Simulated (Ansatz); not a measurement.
# Ca2Si3Ag: a short molecular-dynamics run

What does Ca2Si3Ag do over 8 steps of 2 fs under a Langevin thermostat and barostat at 1200 K and 10 GPa? The cell is a randomly packed cell of 12 atoms, taken as it stands, without a relaxation.

Method: DFT PBE, plane waves, PAW, scalar-relativistic, no spin polarisation, in Ansatz 0.2.0.

## Step 1: The system as given

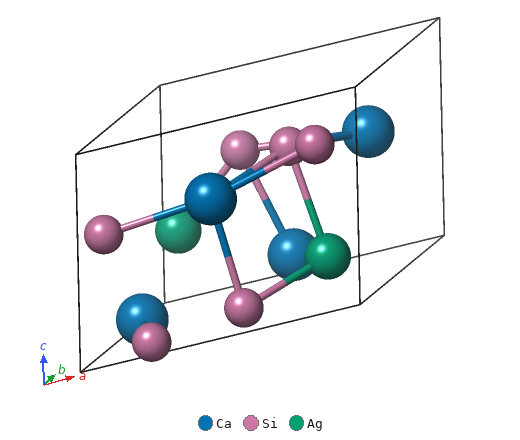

Start, viewed slightly off an axis; calcium blue, silicon pink, silver teal. Each atom of the cell is drawn once.

Coordinates:

```
CELL_PARAMETERS angstrom
7.34706 0.66058 0.67027
2.36947 6.98746 -1.09481
0.55111 0.28313 5.86728
ATOMIC_POSITIONS crystal
Ca 0.06725 0.42895 0.05194
Ca 0.83332 0.60162 0.62256
Ca 0.42343 0.08818 0.60412
Ca 0.56137 0.59364 0.14478
Si 0.01599 0.16808 0.54221
Si 0.82780 0.99069 0.75942
Si 0.56551 0.98274 0.09357
Si 0.23027 0.99763 0.03583
Si 0.62936 0.33891 0.70186
Si 0.33458 0.73711 0.64977
Ag 0.09063 0.79469 0.33782
Ag 0.81576 0.15458 0.19747
```

## Step 2: Molecular dynamics

input.yaml

```yaml
crystal:
  lattice:
    - [7.347063, 0.660582, 0.670273]
    - [2.369471, 6.987459, -1.094812]
    - [0.55111, 0.283125, 5.867278]
  atoms:
    - { symbol: Ca, position: [0.067251, 0.428949, 0.051943] }
    - { symbol: Ca, position: [0.833324, 0.601625, 0.622556] }
    - { symbol: Ca, position: [0.423433, 0.088184, 0.604116] }
    - { symbol: Ca, position: [0.561373, 0.593639, 0.144776] }
    - { symbol: Si, position: [0.015991, 0.16808, 0.542214] }
    - { symbol: Si, position: [0.827803, 0.990691, 0.75942] }
    - { symbol: Si, position: [0.565505, 0.982744, 0.093569] }
    - { symbol: Si, position: [0.230268, 0.997631, 0.035826] }
    - { symbol: Si, position: [0.629361, 0.338913, 0.701863] }
    - { symbol: Si, position: [0.334577, 0.737114, 0.649769] }
    - { symbol: Ag, position: [0.090627, 0.794693, 0.337823] }
    - { symbol: Ag, position: [0.815756, 0.154583, 0.197466] }
kpoints:
  mp_grid: { grid: [2, 2, 3] }
magnetization:
  spin_polarized: false
scf:
  occupations: { method: methfessel_paxton, width: 1.0 }
  max_iter: 60
hamiltonian:
  pseudopotentials: { kind: paw }
  xc: pbe
basis:
  ecutwfc: 420
md:
  timestep: 2.0
  n_steps: 8
  ensemble: npt_langevin
  temperature: 1200.0
  initial_velocities: maxwell_boltzmann
  seed: 89688
  pressure: 10.0
```

Started as:

```
$ ansatz run input.yaml --threads 2 --pin off --max-ram 2560MiB --backend cpu --events-out ev --progress --plain --runs-dir out
```

What does the calculation give? Wanted: temperature, first and last step; temperature, second half; potential energy, second half; largest change of the conserved energy; volume, first and last step; mean square displacement, second half.

**Answer**, as computed:

| quantity | value |
| --- | --- |
| length | 8 steps of 2 fs |
| temperature, first and last step | 1100 and 587 K |
| temperature, second half | mean 785 K, from 587 to 891 K |
| potential energy, second half | +29 meV/atom from the start |
| largest change of the conserved energy | 0.09 meV/atom |
| volume, first and last step | 24.31 and 23.92 Å³/atom |
| mean square displacement, second half | Si 0.013, Ca 0.007, Ag 0.004 Å² |

What this shows: Against a set 1200 K the second half averages 785 K, going from 854 to 587 K over that half; 29 meV/atom has gone into potential energy, and a thermostat that acts over some 100 fs has not made it up in 16 fs. The conserved energy strays from its start by at most 0.09 meV/atom, under 0.1 % of the mean kinetic energy, so a step of 2 fs is short enough over this time. Over the second half Si atoms stand 0.1 Å (root mean square) from where they began, and the farthest move is 0.2 Å. The volume changes by -1.6 % from first to last step, and is still moving at the end, so it is no equilibrium value. The input holds a fault (a smearing of electronvolts), so its numbers are no property of the system. A run of 16 fs with 12 atoms shows the motion but fixes no equilibrium value. The k-mesh is coarse.
